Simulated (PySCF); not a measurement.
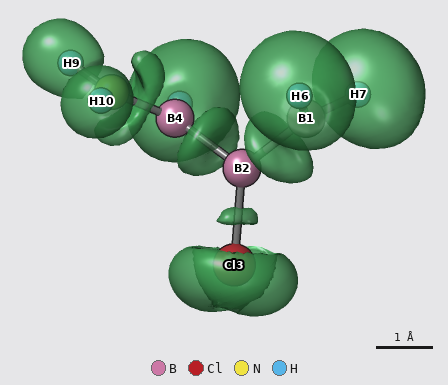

*B$_{3}$ClH$_{5}$N (SMILES BB(Cl)BN). Isosurface of the electron localisation function at 0.85 (green), seen at a tilt. Core shells and regions of very low density are left out.*

Geometry: GFN2-xTB.

Computed with PBE0/def2-SVPD, SCF density, gas phase (PySCF).

```xyz
10

B     1.8322   -0.2279    0.4493
B     0.3043   -0.1192    0.9726
Cl   -0.2593    0.2444    2.5713
B    -0.8686   -0.4084   -0.2069
N    -1.3536    0.5844   -1.0378
H     2.3944    0.6853   -0.0297
H     2.3990   -1.2515    0.3612
H    -1.3259   -1.4835   -0.3619
H    -2.0654    0.4379   -1.7358
H    -1.0482    1.5432   -1.0047
```

Q: What do the ELF domains correspond to?

A: The surface consists of two regions between bonded B–B atoms (shared pairs), one region between bonded B–Cl atoms (shared pairs), one region between bonded B–N atoms (shared pairs), five regions around hydrogen nuclei and one ring or bowl of non-bonding electrons around Cl. Profiles from the grid: B–N (1.38 Å): the ELF peaks at about 0.90 between the atoms; a polar covalent bond. B–B (1.62 Å): the ELF peaks at about 1 between the atoms; a covalent bond.
